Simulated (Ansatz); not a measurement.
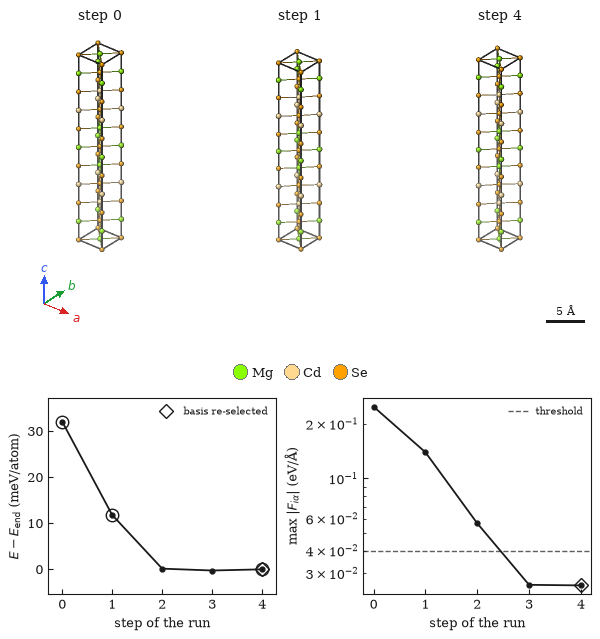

Frames of a relaxation of a crystal of Mg$_{3}$Cd$_{2}$Se$_{5}$ (a generated structure, set up in I4/mmm) (coarse preliminary run), marked on the history of the run. A ball-and-stick model of the conventional cell (2 times the calculation's cell), seen from a free direction. Lengths and directions refer to the drawn axes.

These are results of DFT PBE, scalar-relativistic, plane waves, PAW in Ansatz 0.2.0, not measurements. Settings: plane-wave cutoff 420 eV; k-point mesh 6 × 6 × 6; occupations gaussian; smearing width 0.1 eV; no spin polarisation; cell and atoms relaxed; force threshold 0.04 eV/Å; at most 70 steps.

### What happens along the run?

After 3 accepted moves (4 points after the start) the energy has fallen by 32.1 meV per atom. The largest force component goes from 0.25 to 0.026 eV/Å. Pressure: −4.18 GPa at the start and −0.01 GPa at the end. At 1 point the geometry stayed and the basis and grid were re-selected for the new cell (energy shift of 0.3 meV per atom at most each time). The largest moves relative to the cell, 0.086 Å, are those of Se atoms. Largest moves by element: Se 0.086 Å, Mg 0.070 Å, Cd 0.027 Å. The volume changes by −8.1 %, with a = b 4.081 → 3.966 Å (−2.8 %), c 28.856 → 28.082 Å (−2.7 %). Among the contacts that change: Mg–Se 2.886 → 2.722 Å, Mg–Se 2.886 → 2.805 Å, Cd–Se 2.886 → 2.805 Å, Cd–Se 2.886 → 2.909 Å. The space group stays I4/mmm (No. 139). From step 0 to 1: Se atoms move most (0.10 Å), volume −12.7 %, energy −20.3 meV per atom. From step 1 to 4: volume +5.4 %, energy −11.8 meV per atom.

```csv
step,"E − E(0), meV/atom","largest force component, eV/Å","pressure, GPa","volume, Å³/atom",note
0,0.00,0.2488,-4.18,24.027,
1,-20.28,0.1395,3.55,20.964,
2,-31.94,0.0566,-0.47,22.257,
3,-32.34,0.0259,-0.01,22.090,
4,-32.09,0.0257,-0.01,22.090,"same geometry, new basis"
```
